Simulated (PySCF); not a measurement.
**One shape, several levels: C7H14 (cis-1,2-dimethylcyclopentane)**

Aim: a comparison of 4 runs (B2PLYP/def2-SVP, CAM-B3LYP/def2-SVP, M06-2X/def2-SVP, wB97X/def2-SVP) of C7H14 (cis-1,2-dimethylcyclopentane). 

Program for the calculation: PySCF 2.14.0.

## 1. The structure to begin with

C7H14: 21 atoms, total charge 0, spin state singlet. As SMILES, `C[C@@H]1CCC[C@@H]1C`. The coordinates come from a PBE0-D4/def2-TZVP relaxation. This is one conformer, not always the lowest.

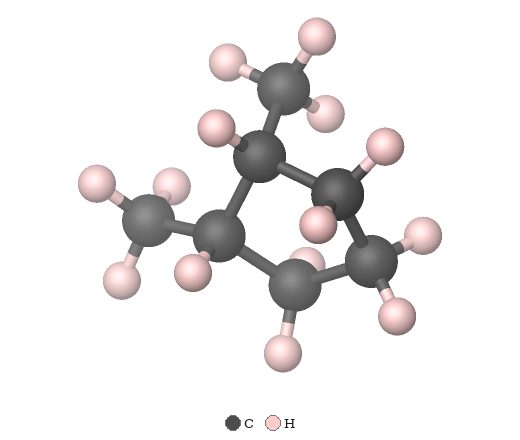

The structure, seen from a chosen angle (carbon dark grey, hydrogen pink).

## 2. The energy at B2PLYP/def2-SVP (run 1)

calc.py

```python
from pyscf import gto, dft, mp

mol = gto.Mole()
mol.atom = '''
C     -1.009718    -2.489487    -2.182482
C      1.066259    -1.509154    -0.450265
C      0.584643    -2.211358     2.310606
C     -1.293385    -0.214200     3.277295
C     -0.983489     2.071952     1.498798
C      1.185236     1.388798    -0.299522
C      1.131700     2.797758    -2.791579
H     -1.110082    -4.550253    -2.092248
H     -2.866280    -1.755385    -1.646896
H     -0.676125    -1.966978    -4.151086
H      2.877751    -2.269996    -1.102145
H      2.358000    -2.078831     3.365905
H     -0.112004    -4.142280     2.536693
H     -3.227879    -0.931200     3.210153
H     -0.922923     0.274388     5.247051
H     -2.714157     2.392563     0.413000
H     -0.601821     3.826922     2.516114
H      2.967550     1.844165     0.659892
H      2.673150     2.203761    -4.033413
H     -0.647345     2.485878    -3.794400
H      1.320956     4.832918    -2.491509
'''
mol.max_memory = 1860
mol.basis = 'def2-svp'
mol.unit = 'bohr'
mol.verbose = 3
mol.build()

mf = dft.RKS(mol)
mf.xc = '0.53*HF + 0.47*B88, 0.73*LYP'
mf.conv_tol = 1e-10
mf.grids.level = 5
mf.kernel()
if not mf.converged:
    mf = mf.newton().run(mf.mo_coeff, mf.mo_occ)

pt = mp.MP2(mf, frozen=7).run()
energy = mf.e_tot + 0.27 * pt.e_corr
print('PT2 part  %.8f' % (0.27 * pt.e_corr))
print(f'total energy: {energy:.8f} hartree')
```

Run with:

```sh
$ OMP_NUM_THREADS=1 python calc.py
```

Log:

```text
converged SCF energy = -274.315957141363
E(RMP2) = -275.534784946367  E_corr = -1.2188278050036
E(SCS-RMP2) = -275.531645542252  E_corr = -1.21568840088908
PT2 part  -0.32908351
total energy: -274.64504065 hartree
```

It took 69 s on 1 thread of Intel Xeon at 2.70GHz, shared host; peak memory 1.4 GiB.

## 3. The energy at CAM-B3LYP/def2-SVP (run 2)

run.py

```python
from pyscf import gto, dft

system = gto.M(
    atom='''
C   -0.534320  -1.317380  -1.154920
C    0.564240  -0.798610  -0.238270
C    0.309380  -1.170200   1.222720
C   -0.684430  -0.113350   1.734270
C   -0.520440   1.096430   0.793130
C    0.627200   0.734920  -0.158500
C    0.598870   1.480510  -1.477240
H   -0.587430  -2.407890  -1.107170
H   -1.516770  -0.928910  -0.871500
H   -0.357790  -1.040880  -2.196660
H    1.522840  -1.201230  -0.583230
H    1.247800  -1.100070   1.781160
H   -0.059270  -2.192000   1.342360
H   -1.708120  -0.492770   1.698740
H   -0.488390   0.145200   2.776620
H   -1.436270   1.266090   0.218550
H   -0.318470   2.025120   1.331470
H    1.570360   0.975890   0.349200
H    1.414570   1.166180  -2.134390
H   -0.342560   1.315470  -2.007910
H    0.699020   2.557470  -1.318450
''',
    basis='def2-svp',
    max_memory=1860,
    verbose=3,
)

mf = dft.RKS(system)
mf.xc = 'cam-b3lyp'
mf.grids.level = 5
mf.conv_tol = 1e-10
mf.kernel()
if not mf.converged:
    mf = mf.newton().run(mf.mo_coeff, mf.mo_occ)

etot = mf.e_tot
print(f'total energy: {etot:.8f} hartree')
```

Run with:

```sh
$ OMP_NUM_THREADS=1 python run.py
```

Log:

```text
converged SCF energy = -274.809920811867
total energy: -274.80992081 hartree
```

Run time: 2.5 min. Hardware: 1 thread of Intel Xeon at 2.70GHz, shared host; peak memory 1.4 GiB.

Run 3 isn't shown in full; the table further down has it.

## 4. The energy at wB97X/def2-SVP (run 4)

geometry.xyz

```xyz
21

C     -0.534320    -1.317380    -1.154920
C      0.564240    -0.798610    -0.238270
C      0.309380    -1.170200     1.222720
C     -0.684430    -0.113350     1.734270
C     -0.520440     1.096430     0.793130
C      0.627200     0.734920    -0.158500
C      0.598870     1.480510    -1.477240
H     -0.587430    -2.407890    -1.107170
H     -1.516770    -0.928910    -0.871500
H     -0.357790    -1.040880    -2.196660
H      1.522840    -1.201230    -0.583230
H      1.247800    -1.100070     1.781160
H     -0.059270    -2.192000     1.342360
H     -1.708120    -0.492770     1.698740
H     -0.488390     0.145200     2.776620
H     -1.436270     1.266090     0.218550
H     -0.318470     2.025120     1.331470
H      1.570360     0.975890     0.349200
H      1.414570     1.166180    -2.134390
H     -0.342560     1.315470    -2.007910
H      0.699020     2.557470    -1.318450
```

job.py

```python
# cis-1,2-dimethylcyclopentane
from pyscf import gto, dft

mol = gto.M(
    atom='geometry.xyz',
    verbose=4,
    max_memory=1860,
    basis='def2-svp',
    spin=0,
)

mf = dft.RKS(mol)
mf.xc = 'wb97x'
mf.grids.level = 5
mf.conv_tol = 1e-10
mf.kernel()
if not mf.converged:
    mf = mf.newton().run(mf.mo_coeff, mf.mo_occ)

e_tot = mf.e_tot
print('E(%s) = %.9f' % ('WB97X', e_tot))
```

Run with:

```sh
$ OMP_NUM_THREADS=1 python job.py
```

Log:

```text
PySCF version 2.14.0

[... 86 lines left out ...]
converged SCF energy = -274.921081875459
E(WB97X) = -274.921081875
```

Wall time 2.2 min (1 thread of Intel Xeon at 2.70GHz, shared host); peak memory 1.4 GiB.

## 5. Overview of the runs

```tsv
run	level	frozen core orbitals	energy (Eh)	dipole moment (D)	HOMO energy (eV)	LUMO energy (eV)	wall time
1	B2PLYP/def2-SVP	7	-274.645041	0.09	-9.69	2.58	69 s
2	CAM-B3LYP/def2-SVP	–	-274.809921	0.10	-9.83	2.44	2.5 min
3	M06-2X/def2-SVP	–	-274.829435	0.10	-9.69	2.30	2.4 min
4	wB97X/def2-SVP	–	-274.921082	0.10	-10.86	3.63	2.2 min
```

## 6. Outcome

| quantity | value |
| --- | --- |
| run 4: total energy | -274.92108 Eh |
| run 4: dipole moment | 0.10 D |
| run 4: HOMO energy | -10.86 eV |
| run 4: LUMO energy | 3.63 eV |
| run 4: HOMO–LUMO gap | 14.49 eV |

What this shows: The dipole moment (its size) runs from 0.09 D (B2PLYP/def2-SVP) to 0.10 D (wB97X/def2-SVP). A double hybrid's value is that of its SCF part. The HOMO–LUMO gap runs from 11.99 eV (M06-2X/def2-SVP) to 14.49 eV (wB97X/def2-SVP). Totals of different functionals can't be ranked against each other. All runs together took 8.2 min, the longest 2.5 min.
